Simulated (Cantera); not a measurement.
Input: 1 mol Cu2O, 0.32 mol C, 0.34 mol N2, held at 27.8 Torr.

Equilibrium computed with Cantera from the NASA thermochemical tables; the gas is ideal and each condensed phase is pure. Candidate condensed phases: C, Cu, CuO, Cu2O; 27 gas species. Each liquid is taken as pure. Mutual solubility and eutectic melting of coexisting phases are not modelled. Rates play no part.

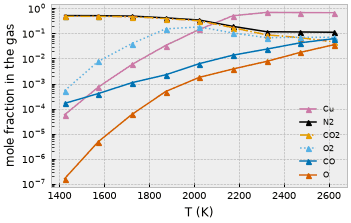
Fig. 1. Equilibrium gas composition (values under 1e-9 drawn at 1e-9)

Problem. Read off the mole fractions at 1723 K.

Solution. N2 about 0.49, CO2 about 0.46, O2 about 0.039, Cu about 0.0058, CO about 0.0011, O about 5.9e-5.
